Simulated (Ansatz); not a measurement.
# SiGeH4 (triplet): B3LYP, CAM-B3LYP over a scan of the distance Ge1–H5 along a hydrogen transfer, cc-pVDZ

How well do these functionals follow the top wave-function level for SiGeH4 (triplet) over a scan of the distance Ge1–H5 along a hydrogen transfer?

Computed with Ansatz 0.2.0, Gaussian basis. Level: cc-pVDZ, all electrons in the functionals.

Plan: B3LYP, CAM-B3LYP, at 1.427 Å; 1.534 Å; 1.597 Å; 1.660 Å; 1.722 Å; 1.785 Å; 1.848 Å; 1.910 Å; 1.973 Å.

9 further runs of the same task are left out: 7 that didn't finish, 2 set aside as unsound or not needed.

### Step 1. What is computed

The geometry derives from fragments relaxed apart (PBE0/def2-TZVP) and kept rigid, so it is no stationary point. A hydrogen atom is moved between rigid fragments. No spin-orbit coupling is included. The filled d shell of Ge may be among the frozen orbitals whatever the setting's name suggests; the logs give the count.

6 atoms, charge 0, spin multiplicity 3.

Atoms are counted from 1 here; the program's logs count them from 0.

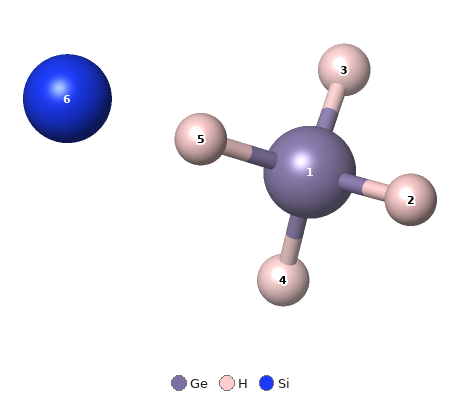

The geometry (germanium purple, hydrogen pink, silicon blue); atoms are numbered from 1 in the order of the file.

No dispersion term is added. B3LYP takes the VWN-RPA correlation.

The geometry shown and the zero of energy belong to the point 1.534 Å. The yardstick, UCCSDT(Q), and other wave-function levels (R restricted, U unrestricted, valence and pair active spaces) come from earlier runs.

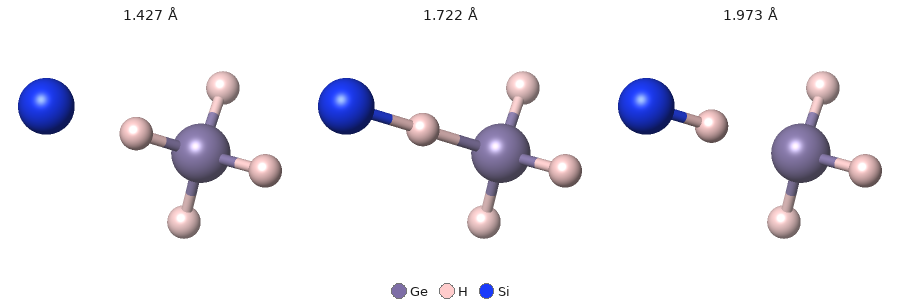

Three points of the scan; sticks are drawn by distance.

### Step 2. B3LYP, 1.427 Å

The input, in.yaml:

```yaml
crystal:
  periodic: [false, false, false]
  atoms:
    - {symbol: Ge, position_ang: [-0.913995, 0.000000, 0.000000]}
    - {symbol: H, position_ang: [-1.425445, 1.446599, 0.000000]}
    - {symbol: H, position_ang: [-1.425445, -0.723300, 1.252792]}
    - {symbol: H, position_ang: [-1.425445, -0.723299, -1.252792]}
    - {symbol: H, position_ang: [0.513005, 0.000000, 0.000000]}
    - {symbol: Si, position_ang: [2.499005, 0.000000, 0.000000]}
basis:
  gaussian: {orbitals: cc-pVDZ}
magnetization: {spin_polarized: true, initial_magnetization: 2}
hamiltonian: {xc: {name: B3LYP}}
```

Started as:

```console
$ ansatz run in.yaml --threads 1 --pin off --events-out ev --progress --plain --max-ram 2393MiB
```

What it wrote:

```text
Functional definition: B3LYP
  name "B3LYP"
  cite "Stephens, Devlin, Chabalowski & Frisch, J. Phys. Chem. 98, 11623 (1994) doi:10.1021/j100096a001"
  cite "Becke, Phys. Rev. A 38, 3098 (1988) doi:10.1103/PhysRevA.38.3098"
  cite "Lee, Yang & Parr, Phys. Rev. B 37, 785 (1988) doi:10.1103/PhysRevB.37.785"
  cite "Vosko, Wilk & Nusair, Can. J. Phys. 58, 1200 (1980) doi:10.1139/p80-159"
  parameter a0 = 0.2
  parameter ax = 0.72
  parameter ac = 0.81
  exchange = (1 - a0 - ax)*slater_x + ax*b88_x + a0*exact_x
  correlation = (1 - ac)*vwn_rpa_c + ac*lyp_c
682 factors; integrals over basis functions are off by at most 1.4e-3 eV
mean field evaluation 1: about -64457.8393 eV, gradient 6.2e0 eV
mean field evaluation 2: about -64458.0946 eV, gradient 2.2e0 eV
mean field evaluation 4: about -64458.1315 eV, gradient 7.9e-1 eV
mean field evaluation 8: about -64458.1597 eV, gradient 1.6e-2 eV
mean field evaluation 16: about -64458.1597 eV, gradient 8.3e-5 eV
mean field -64458.15971386 eV, -2368.7936781745 hartree, gradient 2.0e-5 eV, S^2 2.004369; 2 other end points of the search recorded, 0 dependent functions left out
reference -64458.15994827 eV, -2368.7936867888 hartree; 26, 24 occupied and 39, 41 virtual orbitals, 682 factors
Total energy: -64458.15994827 eV, -2368.7936867888 hartree
```

Run time: 1.3 s. Hardware: 1 thread of AMD EPYC 9R05, shared host.

From the report: ⟨S²⟩ of the determinant 2.004 (pure triplet: 2.00).

### Step 3. B3LYP, 1.534 Å

The input, in.yaml:

```yaml
crystal:
  periodic: [false, false, false]
  atoms:
    - {symbol: Ge, position_ang: [-0.915028, 0.000000, 0.000000]}
    - {symbol: H, position_ang: [-1.426478, 1.446599, 0.000000]}
    - {symbol: H, position_ang: [-1.426478, -0.723300, 1.252792]}
    - {symbol: H, position_ang: [-1.426478, -0.723299, -1.252792]}
    - {symbol: H, position_ang: [0.619322, 0.000000, 0.000000]}
    - {symbol: Si, position_ang: [2.497972, 0.000000, 0.000000]}
basis:
  gaussian: {orbitals: cc-pVDZ}
magnetization: {spin_polarized: true, initial_magnetization: 2}
hamiltonian: {xc: {name: B3LYP}}
```

Launched as before.

What it wrote, cut to the lines that bear on the results:

```text
Functional definition: B3LYP
  name "B3LYP"
  cite "Stephens, Devlin, Chabalowski & Frisch, J. Phys. Chem. 98, 11623 (1994) doi:10.1021/j100096a001"
  cite "Becke, Phys. Rev. A 38, 3098 (1988) doi:10.1103/PhysRevA.38.3098"
  cite "Lee, Yang & Parr, Phys. Rev. B 37, 785 (1988) doi:10.1103/PhysRevB.37.785"
  cite "Vosko, Wilk & Nusair, Can. J. Phys. 58, 1200 (1980) doi:10.1139/p80-159"
[...]
684 factors; integrals over basis functions are off by at most 1.6e-3 eV
[...]
mean field -64458.32716652 eV, -2368.7998319462 hartree, gradient 1.5e-5 eV, S^2 2.004722; 2 other end points of the search recorded, 0 dependent functions left out
reference -64458.32740038 eV, -2368.7998405403 hartree; 26, 24 occupied and 39, 41 virtual orbitals, 684 factors
Total energy: -64458.32740038 eV, -2368.7998405403 hartree
```

Wall time 1.2 s (1 thread of AMD EPYC 9R05, shared host).

From the report: ⟨S²⟩ of the determinant 2.005 (pure triplet: 2.00).

### Step 4. B3LYP, 1.597 Å

The input, in.yaml:

```yaml
crystal:
  periodic: [false, false, false]
  atoms:
    - {symbol: Ge, position_ang: [-0.915631, 0.000000, 0.000000]}
    - {symbol: H, position_ang: [-1.427081, 1.446599, 0.000000]}
    - {symbol: H, position_ang: [-1.427080, -0.723300, 1.252792]}
    - {symbol: H, position_ang: [-1.427081, -0.723299, -1.252792]}
    - {symbol: H, position_ang: [0.681369, 0.000000, 0.000000]}
    - {symbol: Si, position_ang: [2.497369, 0.000000, 0.000000]}
basis:
  gaussian: {orbitals: cc-pVDZ}
magnetization: {spin_polarized: true, initial_magnetization: 2}
hamiltonian: {xc: {name: B3LYP}}
```

Launched as before.

What it wrote, cut to the lines that bear on the results:

```text
Functional definition: B3LYP
  name "B3LYP"
  cite "Stephens, Devlin, Chabalowski & Frisch, J. Phys. Chem. 98, 11623 (1994) doi:10.1021/j100096a001"
  cite "Becke, Phys. Rev. A 38, 3098 (1988) doi:10.1103/PhysRevA.38.3098"
  cite "Lee, Yang & Parr, Phys. Rev. B 37, 785 (1988) doi:10.1103/PhysRevB.37.785"
  cite "Vosko, Wilk & Nusair, Can. J. Phys. 58, 1200 (1980) doi:10.1139/p80-159"
[...]
684 factors; integrals over basis functions are off by at most 1.6e-3 eV
[...]
mean field -64458.32435783 eV, -2368.7997287288 hartree, gradient 3.2e-5 eV, S^2 2.004987; 2 other end points of the search recorded, 0 dependent functions left out
reference -64458.32459137 eV, -2368.7997373110 hartree; 26, 24 occupied and 39, 41 virtual orbitals, 684 factors
Total energy: -64458.32459137 eV, -2368.7997373110 hartree
```

Wall time 1.4 s (1 thread of AMD EPYC 9R05, shared host).

From the report: ⟨S²⟩ of the determinant 2.005 (pure triplet: 2.00).

From 1.534 Å: +0.3 kJ/mol.

### Step 5. B3LYP, 1.660 Å

The input, in.yaml:

```yaml
crystal:
  periodic: [false, false, false]
  atoms:
    - {symbol: Ge, position_ang: [-0.916237, 0.000000, 0.000000]}
    - {symbol: H, position_ang: [-1.427687, 1.446599, 0.000000]}
    - {symbol: H, position_ang: [-1.427687, -0.723300, 1.252792]}
    - {symbol: H, position_ang: [-1.427687, -0.723299, -1.252792]}
    - {symbol: H, position_ang: [0.743763, 0.000000, 0.000000]}
    - {symbol: Si, position_ang: [2.496763, 0.000000, 0.000000]}
basis:
  gaussian: {orbitals: cc-pVDZ}
magnetization: {spin_polarized: true, initial_magnetization: 2}
hamiltonian: {xc: {name: B3LYP}}
```

The command is unchanged.

What it wrote, cut to the lines that bear on the results:

```text
Functional definition: B3LYP
  name "B3LYP"
  cite "Stephens, Devlin, Chabalowski & Frisch, J. Phys. Chem. 98, 11623 (1994) doi:10.1021/j100096a001"
  cite "Becke, Phys. Rev. A 38, 3098 (1988) doi:10.1103/PhysRevA.38.3098"
  cite "Lee, Yang & Parr, Phys. Rev. B 37, 785 (1988) doi:10.1103/PhysRevB.37.785"
  cite "Vosko, Wilk & Nusair, Can. J. Phys. 58, 1200 (1980) doi:10.1139/p80-159"
[...]
684 factors; integrals over basis functions are off by at most 1.6e-3 eV
[...]
mean field -64458.26459246 eV, -2368.7975323919 hartree, gradient 2.5e-5 eV, S^2 2.005338; 2 other end points of the search recorded, 0 dependent functions left out
reference -64458.26482568 eV, -2368.7975409626 hartree; 26, 24 occupied and 39, 41 virtual orbitals, 684 factors
Total energy: -64458.26482568 eV, -2368.7975409626 hartree
```

It took 1.6 s on 1 thread of AMD EPYC 9R05, shared host.

From the report: ⟨S²⟩ of the determinant 2.005 (pure triplet: 2.00).

From 1.534 Å: +6.0 kJ/mol.

### Step 6. B3LYP, 1.722 Å

The input, in.yaml:

```yaml
crystal:
  periodic: [false, false, false]
  atoms:
    - {symbol: Ge, position_ang: [-0.916833, 0.000000, 0.000000]}
    - {symbol: H, position_ang: [-1.428283, 1.446599, 0.000000]}
    - {symbol: H, position_ang: [-1.428283, -0.723300, 1.252792]}
    - {symbol: H, position_ang: [-1.428283, -0.723299, -1.252792]}
    - {symbol: H, position_ang: [0.805167, 0.000000, 0.000000]}
    - {symbol: Si, position_ang: [2.496167, 0.000000, 0.000000]}
basis:
  gaussian: {orbitals: cc-pVDZ}
magnetization: {spin_polarized: true, initial_magnetization: 2}
hamiltonian: {xc: {name: B3LYP}}
```

Same command.

What it wrote, cut to the lines that bear on the results:

```text
Functional definition: B3LYP
  name "B3LYP"
  cite "Stephens, Devlin, Chabalowski & Frisch, J. Phys. Chem. 98, 11623 (1994) doi:10.1021/j100096a001"
  cite "Becke, Phys. Rev. A 38, 3098 (1988) doi:10.1103/PhysRevA.38.3098"
  cite "Lee, Yang & Parr, Phys. Rev. B 37, 785 (1988) doi:10.1103/PhysRevB.37.785"
  cite "Vosko, Wilk & Nusair, Can. J. Phys. 58, 1200 (1980) doi:10.1139/p80-159"
[...]
684 factors; integrals over basis functions are off by at most 1.5e-3 eV
[...]
mean field -64458.15850283 eV, -2368.7936336701 hartree, gradient 2.1e-5 eV, S^2 2.005836; 6 other end points of the search recorded, 0 dependent functions left out
reference -64458.15873576 eV, -2368.7936422301 hartree; 26, 24 occupied and 39, 41 virtual orbitals, 684 factors
Total energy: -64458.15873576 eV, -2368.7936422301 hartree
```

Wall time 3.9 s (1 thread of AMD EPYC 9R05, shared host).

From the report: ⟨S²⟩ of the determinant 2.006 (pure triplet: 2.00).

From 1.534 Å: +16.3 kJ/mol.

### Step 7. B3LYP, 1.785 Å

The input, in.yaml:

```yaml
crystal:
  periodic: [false, false, false]
  atoms:
    - {symbol: Ge, position_ang: [-0.917440, 0.000000, 0.000000]}
    - {symbol: H, position_ang: [-1.428889, 1.446599, 0.000000]}
    - {symbol: H, position_ang: [-1.428889, -0.723300, 1.252792]}
    - {symbol: H, position_ang: [-1.428889, -0.723299, -1.252792]}
    - {symbol: H, position_ang: [0.867560, 0.000000, 0.000000]}
    - {symbol: Si, position_ang: [2.495560, 0.000000, 0.000000]}
basis:
  gaussian: {orbitals: cc-pVDZ}
magnetization: {spin_polarized: true, initial_magnetization: 2}
hamiltonian: {xc: {name: B3LYP}}
```

Launched as before.

What it wrote, cut to the lines that bear on the results:

```text
Functional definition: B3LYP
  name "B3LYP"
  cite "Stephens, Devlin, Chabalowski & Frisch, J. Phys. Chem. 98, 11623 (1994) doi:10.1021/j100096a001"
  cite "Becke, Phys. Rev. A 38, 3098 (1988) doi:10.1103/PhysRevA.38.3098"
  cite "Lee, Yang & Parr, Phys. Rev. B 37, 785 (1988) doi:10.1103/PhysRevB.37.785"
  cite "Vosko, Wilk & Nusair, Can. J. Phys. 58, 1200 (1980) doi:10.1139/p80-159"
[...]
684 factors; integrals over basis functions are off by at most 1.3e-3 eV
[...]
mean field -64458.00687175 eV, -2368.7880613307 hartree, gradient 1.9e-5 eV, S^2 2.006628; 6 other end points of the search recorded, 0 dependent functions left out
reference -64458.00710441 eV, -2368.7880698807 hartree; 26, 24 occupied and 39, 41 virtual orbitals, 684 factors
Total energy: -64458.00710441 eV, -2368.7880698807 hartree
```

Wall time 4.4 s (1 thread of AMD EPYC 9R05, shared host).

From the report: ⟨S²⟩ of the determinant 2.007 (pure triplet: 2.00).

From 1.534 Å: +30.9 kJ/mol.

### Step 8. B3LYP, 1.848 Å

The input, in.yaml:

```yaml
crystal:
  periodic: [false, false, false]
  atoms:
    - {symbol: Ge, position_ang: [-0.918046, 0.000000, 0.000000]}
    - {symbol: H, position_ang: [-1.429496, 1.446599, 0.000000]}
    - {symbol: H, position_ang: [-1.429495, -0.723300, 1.252792]}
    - {symbol: H, position_ang: [-1.429496, -0.723299, -1.252792]}
    - {symbol: H, position_ang: [0.929954, 0.000000, 0.000000]}
    - {symbol: Si, position_ang: [2.494954, 0.000000, 0.000000]}
basis:
  gaussian: {orbitals: cc-pVDZ}
magnetization: {spin_polarized: true, initial_magnetization: 2}
hamiltonian: {xc: {name: B3LYP}}
```

Launched as before.

What it wrote, cut to the lines that bear on the results:

```text
Functional definition: B3LYP
  name "B3LYP"
  cite "Stephens, Devlin, Chabalowski & Frisch, J. Phys. Chem. 98, 11623 (1994) doi:10.1021/j100096a001"
  cite "Becke, Phys. Rev. A 38, 3098 (1988) doi:10.1103/PhysRevA.38.3098"
  cite "Lee, Yang & Parr, Phys. Rev. B 37, 785 (1988) doi:10.1103/PhysRevB.37.785"
  cite "Vosko, Wilk & Nusair, Can. J. Phys. 58, 1200 (1980) doi:10.1139/p80-159"
[...]
684 factors; integrals over basis functions are off by at most 1.3e-3 eV
[...]
mean field -64457.81090053 eV, -2368.7808595211 hartree, gradient 9.3e-6 eV, S^2 2.007964; 6 other end points of the search recorded, 0 dependent functions left out
reference -64457.81113296 eV, -2368.7808680626 hartree; 26, 24 occupied and 39, 41 virtual orbitals, 684 factors
Total energy: -64457.81113296 eV, -2368.7808680626 hartree
```

It took 5.5 s on 1 thread of AMD EPYC 9R05, shared host.

From the report: ⟨S²⟩ of the determinant 2.008 (pure triplet: 2.00).

From 1.534 Å: +49.8 kJ/mol.

### Step 9. B3LYP, 1.910 Å

The input, in.yaml:

```yaml
crystal:
  periodic: [false, false, false]
  atoms:
    - {symbol: Ge, position_ang: [-0.918642, 0.000000, 0.000000]}
    - {symbol: H, position_ang: [-1.430092, 1.446599, 0.000000]}
    - {symbol: H, position_ang: [-1.430092, -0.723300, 1.252792]}
    - {symbol: H, position_ang: [-1.430092, -0.723299, -1.252792]}
    - {symbol: H, position_ang: [0.991358, 0.000000, 0.000000]}
    - {symbol: Si, position_ang: [2.494358, 0.000000, 0.000000]}
basis:
  gaussian: {orbitals: cc-pVDZ}
magnetization: {spin_polarized: true, initial_magnetization: 2}
hamiltonian: {xc: {name: B3LYP}}
```

Same command.

What it wrote, cut to the lines that bear on the results:

```text
Functional definition: B3LYP
  name "B3LYP"
  cite "Stephens, Devlin, Chabalowski & Frisch, J. Phys. Chem. 98, 11623 (1994) doi:10.1021/j100096a001"
  cite "Becke, Phys. Rev. A 38, 3098 (1988) doi:10.1103/PhysRevA.38.3098"
  cite "Lee, Yang & Parr, Phys. Rev. B 37, 785 (1988) doi:10.1103/PhysRevB.37.785"
  cite "Vosko, Wilk & Nusair, Can. J. Phys. 58, 1200 (1980) doi:10.1139/p80-159"
[...]
686 factors; integrals over basis functions are off by at most 1.1e-3 eV
[...]
mean field -64457.57017999 eV, -2368.7720132042 hartree, gradient 5.9e-7 eV, S^2 2.010288; 8 other end points of the search recorded, 0 dependent functions left out
reference -64457.57041223 eV, -2368.7720217392 hartree; 26, 24 occupied and 39, 41 virtual orbitals, 686 factors
Total energy: -64457.57041223 eV, -2368.7720217392 hartree
```

It took 7 s on 1 thread of AMD EPYC 9R05, shared host.

From the report: ⟨S²⟩ of the determinant 2.010 (pure triplet: 2.00).

From 1.534 Å: +73.0 kJ/mol.

### Step 10. B3LYP, 1.973 Å

The input, in.yaml:

```yaml
crystal:
  periodic: [false, false, false]
  atoms:
    - {symbol: Ge, position_ang: [-0.919248, 0.000000, 0.000000]}
    - {symbol: H, position_ang: [-1.430698, 1.446599, 0.000000]}
    - {symbol: H, position_ang: [-1.430698, -0.723300, 1.252792]}
    - {symbol: H, position_ang: [-1.430698, -0.723299, -1.252792]}
    - {symbol: H, position_ang: [1.053752, 0.000000, 0.000000]}
    - {symbol: Si, position_ang: [2.493752, 0.000000, 0.000000]}
basis:
  gaussian: {orbitals: cc-pVDZ}
magnetization: {spin_polarized: true, initial_magnetization: 2}
hamiltonian: {xc: {name: B3LYP}}
```

Launched as before.

What it wrote, cut to the lines that bear on the results:

```text
Functional definition: B3LYP
  name "B3LYP"
  cite "Stephens, Devlin, Chabalowski & Frisch, J. Phys. Chem. 98, 11623 (1994) doi:10.1021/j100096a001"
  cite "Becke, Phys. Rev. A 38, 3098 (1988) doi:10.1103/PhysRevA.38.3098"
  cite "Lee, Yang & Parr, Phys. Rev. B 37, 785 (1988) doi:10.1103/PhysRevB.37.785"
  cite "Vosko, Wilk & Nusair, Can. J. Phys. 58, 1200 (1980) doi:10.1139/p80-159"
[...]
684 factors; integrals over basis functions are off by at most 1.1e-3 eV
[...]
mean field -64457.28834843 eV, -2368.7616560857 hartree, gradient 6.1e-6 eV, S^2 2.005582; 12 other end points of the search recorded, 0 dependent functions left out
reference -64457.28858406 eV, -2368.7616647447 hartree; 26, 24 occupied and 39, 41 virtual orbitals, 684 factors
Total energy: -64457.28858406 eV, -2368.7616647447 hartree
```

Run time: 25 s. Hardware: 1 thread of AMD EPYC 9R05, shared host; peak memory 0.25 GiB.

From the report: ⟨S²⟩ of the determinant 2.006 (pure triplet: 2.00).

From 1.534 Å: +100.2 kJ/mol.

### Step 11. CAM-B3LYP, 1.427 Å

The input, in.yaml:

```yaml
crystal:
  periodic: [false, false, false]
  atoms:
    - {symbol: Ge, position_ang: [-0.913995, 0.000000, 0.000000]}
    - {symbol: H, position_ang: [-1.425445, 1.446599, 0.000000]}
    - {symbol: H, position_ang: [-1.425445, -0.723300, 1.252792]}
    - {symbol: H, position_ang: [-1.425445, -0.723299, -1.252792]}
    - {symbol: H, position_ang: [0.513005, 0.000000, 0.000000]}
    - {symbol: Si, position_ang: [2.499005, 0.000000, 0.000000]}
basis:
  gaussian: {orbitals: cc-pVDZ}
magnetization: {spin_polarized: true, initial_magnetization: 2}
hamiltonian: {xc: {name: CAM-B3LYP}}
```

Launched as before.

What it wrote, cut to the lines that bear on the results:

```text
Functional definition: CAM-B3LYP
  name "CAM-B3LYP"
  cite "Yanai, Tew & Handy, Chem. Phys. Lett. 393, 51 (2004) doi:10.1016/j.cplett.2004.06.011"
  cite "Iikura, Tsuneda, Yanai & Hirao, J. Chem. Phys. 115, 3540 (2001) doi:10.1063/1.1383587"
  cite "Becke, Phys. Rev. A 38, 3098 (1988) doi:10.1103/PhysRevA.38.3098"
  cite "Lee, Yang & Parr, Phys. Rev. B 37, 785 (1988) doi:10.1103/PhysRevB.37.785"
  cite "Vosko, Wilk & Nusair, Can. J. Phys. 58, 1200 (1980) doi:10.1139/p80-159"
[...]
  # Exact exchange under (alpha + beta erf(omega r))/r, Becke's under what is left of 1/r.
[...]
682 factors; integrals over basis functions are off by at most 1.4e-3 eV
229 factors; integrals over basis functions are off by at most 1.9e-5 eV
[...]
mean field -64459.47335409 eV, -2368.8419535626 hartree, gradient 4.2e-5 eV, S^2 2.005076; 2 other end points of the search recorded, 0 dependent functions left out
reference -64459.47346814 eV, -2368.8419577539 hartree; 26, 24 occupied and 39, 41 virtual orbitals, 682 factors
Total energy: -64459.47346814 eV, -2368.8419577539 hartree
```

Wall time 1.4 s (1 thread of AMD EPYC 9R05, shared host).

From the report: ⟨S²⟩ of the determinant 2.005 (pure triplet: 2.00).

### Step 12. CAM-B3LYP, 1.534 Å

The input, in.yaml:

```yaml
crystal:
  periodic: [false, false, false]
  atoms:
    - {symbol: Ge, position_ang: [-0.915028, 0.000000, 0.000000]}
    - {symbol: H, position_ang: [-1.426478, 1.446599, 0.000000]}
    - {symbol: H, position_ang: [-1.426478, -0.723300, 1.252792]}
    - {symbol: H, position_ang: [-1.426478, -0.723299, -1.252792]}
    - {symbol: H, position_ang: [0.619322, 0.000000, 0.000000]}
    - {symbol: Si, position_ang: [2.497972, 0.000000, 0.000000]}
basis:
  gaussian: {orbitals: cc-pVDZ}
magnetization: {spin_polarized: true, initial_magnetization: 2}
hamiltonian: {xc: {name: CAM-B3LYP}}
```

Same command.

What it wrote, cut to the lines that bear on the results:

```text
Functional definition: CAM-B3LYP
  name "CAM-B3LYP"
  cite "Yanai, Tew & Handy, Chem. Phys. Lett. 393, 51 (2004) doi:10.1016/j.cplett.2004.06.011"
  cite "Iikura, Tsuneda, Yanai & Hirao, J. Chem. Phys. 115, 3540 (2001) doi:10.1063/1.1383587"
  cite "Becke, Phys. Rev. A 38, 3098 (1988) doi:10.1103/PhysRevA.38.3098"
  cite "Lee, Yang & Parr, Phys. Rev. B 37, 785 (1988) doi:10.1103/PhysRevB.37.785"
  cite "Vosko, Wilk & Nusair, Can. J. Phys. 58, 1200 (1980) doi:10.1139/p80-159"
[...]
  # Exact exchange under (alpha + beta erf(omega r))/r, Becke's under what is left of 1/r.
[...]
684 factors; integrals over basis functions are off by at most 1.6e-3 eV
229 factors; integrals over basis functions are off by at most 2.2e-5 eV
[...]
mean field -64459.61473844 eV, -2368.8471493415 hartree, gradient 4.6e-5 eV, S^2 2.005482; 2 other end points of the search recorded, 0 dependent functions left out
reference -64459.61485221 eV, -2368.8471535224 hartree; 26, 24 occupied and 39, 41 virtual orbitals, 684 factors
Total energy: -64459.61485221 eV, -2368.8471535224 hartree
```

Run time: 1.4 s. Hardware: 1 thread of AMD EPYC 9R05, shared host.

From the report: ⟨S²⟩ of the determinant 2.005 (pure triplet: 2.00).

### Step 13. CAM-B3LYP, 1.597 Å

The input, in.yaml:

```yaml
crystal:
  periodic: [false, false, false]
  atoms:
    - {symbol: Ge, position_ang: [-0.915631, 0.000000, 0.000000]}
    - {symbol: H, position_ang: [-1.427081, 1.446599, 0.000000]}
    - {symbol: H, position_ang: [-1.427080, -0.723300, 1.252792]}
    - {symbol: H, position_ang: [-1.427081, -0.723299, -1.252792]}
    - {symbol: H, position_ang: [0.681369, 0.000000, 0.000000]}
    - {symbol: Si, position_ang: [2.497369, 0.000000, 0.000000]}
basis:
  gaussian: {orbitals: cc-pVDZ}
magnetization: {spin_polarized: true, initial_magnetization: 2}
hamiltonian: {xc: {name: CAM-B3LYP}}
```

The command is unchanged.

What it wrote, cut to the lines that bear on the results:

```text
Functional definition: CAM-B3LYP
  name "CAM-B3LYP"
  cite "Yanai, Tew & Handy, Chem. Phys. Lett. 393, 51 (2004) doi:10.1016/j.cplett.2004.06.011"
  cite "Iikura, Tsuneda, Yanai & Hirao, J. Chem. Phys. 115, 3540 (2001) doi:10.1063/1.1383587"
  cite "Becke, Phys. Rev. A 38, 3098 (1988) doi:10.1103/PhysRevA.38.3098"
  cite "Lee, Yang & Parr, Phys. Rev. B 37, 785 (1988) doi:10.1103/PhysRevB.37.785"
  cite "Vosko, Wilk & Nusair, Can. J. Phys. 58, 1200 (1980) doi:10.1139/p80-159"
[...]
  # Exact exchange under (alpha + beta erf(omega r))/r, Becke's under what is left of 1/r.
[...]
684 factors; integrals over basis functions are off by at most 1.6e-3 eV
229 factors; integrals over basis functions are off by at most 1.9e-5 eV
[...]
mean field -64459.59438431 eV, -2368.8464013412 hartree, gradient 2.6e-5 eV, S^2 2.005780; 2 other end points of the search recorded, 0 dependent functions left out
reference -64459.59449791 eV, -2368.8464055159 hartree; 26, 24 occupied and 39, 41 virtual orbitals, 684 factors
Total energy: -64459.59449791 eV, -2368.8464055159 hartree
```

Run time: 1.5 s. Hardware: 1 thread of AMD EPYC 9R05, shared host.

From the report: ⟨S²⟩ of the determinant 2.006 (pure triplet: 2.00).

From 1.534 Å: +2.0 kJ/mol.

(Part 1 of 2 ends here.)
